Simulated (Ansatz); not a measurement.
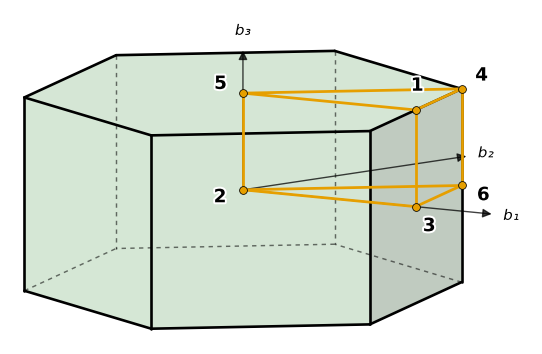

The first Brillouin zone of a primitive hexagonal lattice (hP; extended symbol hP2) is drawn with its special points numbered. Crystal: C, coordinates from a relaxation with DFT PBE+D3(BJ), scalar-relativistic, plane waves, PAW in Ansatz 0.2.0. The drawing is computed from the coordinates (standard cell, symmetry found to 0.002 Å).

a = 2.501 Å, b = 2.501 Å, c = 4.163 Å, α = 90.00°, β = 90.00°, γ = 120.00°.

Labels and path follow the convention of Hinuma et al. (2017), as computed by seekpath; the arrows show the directions of the reciprocal primitive vectors b₁, b₂, b₃, in which coordinates are given.

### Which special point is each number?

```csv
no.,label,coordinates
1,L,"(1/2, 0, 1/2)"
2,Γ,"(0, 0, 0)"
3,M,"(1/2, 0, 0)"
4,H,"(1/3, 1/3, 1/2)"
5,A,"(0, 0, 1/2)"
6,K,"(1/3, 1/3, 0)"
```
